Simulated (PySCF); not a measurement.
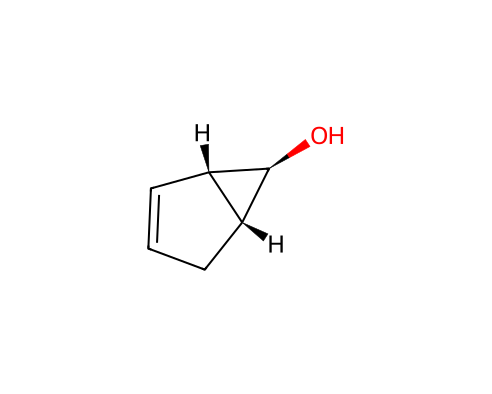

2D structure.

> Transcribe the drawing into SMILES.

O[C@@H]1[C@H]2C=CC[C@@H]12

> What is the molecular formula?

C6H8O.

> An optimisation with GFN2-xTB gave a structure of which point group?

C1.

The parts below concern this one geometry. Atoms keep their numbers from picture to picture. The geometry was computed by an optimisation with GFN2-xTB. No frequency run is at hand to confirm it as a minimum.

**Electronic properties**

No frequency run is at hand to confirm it as a minimum. Level of theory: PBE0/def2-SVPD, gas phase (PySCF 2.14.0). Excitations: vertical, linear response.

> What is the lowest vertical singlet excitation?

5.81 eV.

> Give the mean static polarisability at this level.

68.6 bohr³.

> Estimate the HOMO energy (Kohn–Sham orbital).

−6.42 eV.

> Estimate the HOMO–LUMO gap.

6.72 eV.

**NMR shielding**

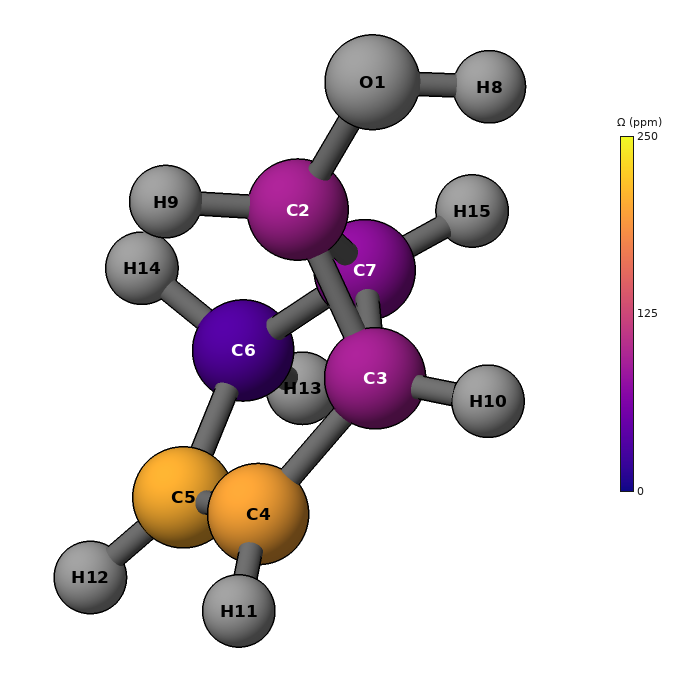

The C atoms are coloured by the span of their shielding tensor. No frequency run is at hand to confirm it as a minimum. Properties computed with GIAO PBE0/pcSseg-1 NMR shielding, non-relativistic, gas phase (PySCF 2.14.0). Principal shieldings σ11 ≤ σ22 ≤ σ33, span Ω = σ33 − σ11, skew κ = 3(σiso − σ22)/Ω.

Give the shielding tensors of the C atoms.

```tsv
atom	σ11	σ22	σ33	σiso	Ω	κ
C2	85.2	98.8	179.3	121.1	94.1	0.71
C3	113.1	132.3	206.0	150.5	92.9	0.59
C4	−56.4	55.7	142.1	47.1	198.5	−0.13
C5	−57.4	60.3	148.5	50.5	205.8	−0.14
C6	124.9	150.5	161.8	145.8	36.9	−0.39
C7	132.1	141.5	210.0	161.2	77.9	0.76
```

Shieldings and span in ppm.

**Quadrupole coupling**

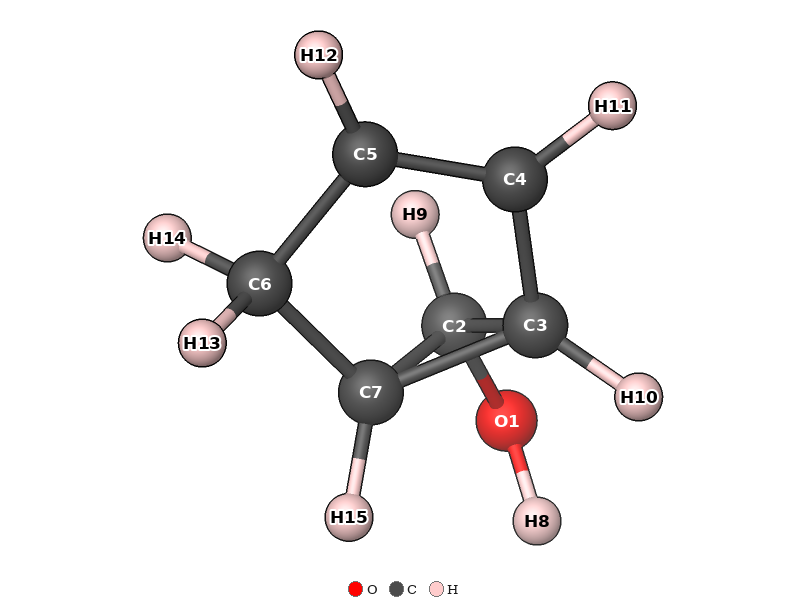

No frequency run is at hand to confirm it as a minimum. Electric field gradients from the ground-state density, PBE0/pcSseg-1 (PySCF 2.14.0), non-relativistic apart from any core potentials.

Give the largest field-gradient component, the quadrupole coupling constant and the asymmetry for 17O at O1 (Q = −25.6 mb), 2H at H8 (Q = 2.86 mb), 2H at H9 (Q = 2.86 mb), 2H at H10 (Q = 2.86 mb), 2H at H11 (Q = 2.86 mb).

| atom | V_zz (a.u.) | e²qQ/h (MHz) | η |
| --- | --- | --- | --- |
| O1 | −1.975 | 11.88 | 0.91 |
| H8 | 0.466 | 0.313 | 0.15 |
| H9 | 0.316 | 0.213 | 0.11 |
| H10 | 0.332 | 0.223 | 0.09 |
| H11 | 0.340 | 0.229 | 0.05 |
